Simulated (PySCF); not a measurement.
System: ErO (quintet).

```yaml
atoms:
  - { symbol: Er, position_ang: [0.0000, 0.0000, -0.1571] }
  - { symbol: O, position_ang: [0.0000, 0.0000, 1.6299] }
```

All numbers below come from PBE0/x2c-SVPall, spin-free X2C-1e, Gaussian nucleus, at a bond length of 1.787 Å in PySCF 2.14.0.

What can the converged electron density, electron localisation function and spin density tell about the bonding?

Er–O (1.79 Å): ρ at the midpoint is about 1.7 e/Å³; the ELF peaks at about 0.85 in the valence shell of O, 0.5 Å from its nucleus, and drops to about 0.35 between the two atoms.
The unpaired spin (4 electrons) lies mostly on Er1 (about 4.0), in electrons by Hirshfeld's partition.

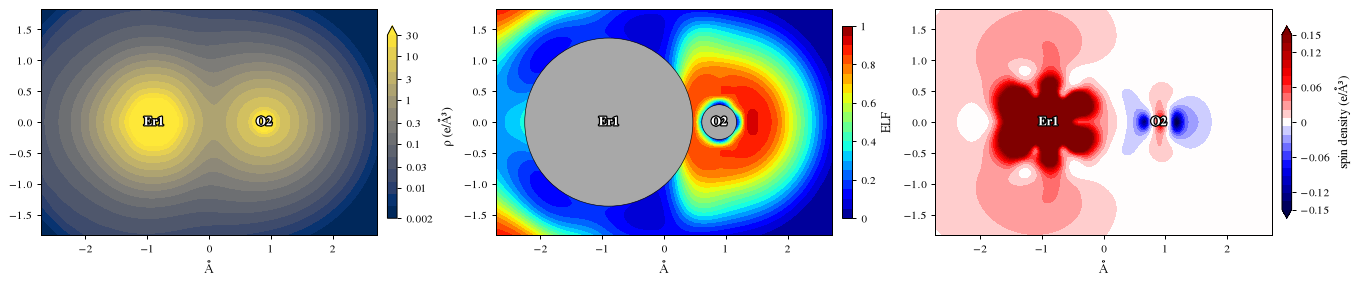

Computed electron density, electron localisation function and spin density on a plane that holds the molecular axis, in this order. Grey discs cover the atomic cores in the ELF map. 
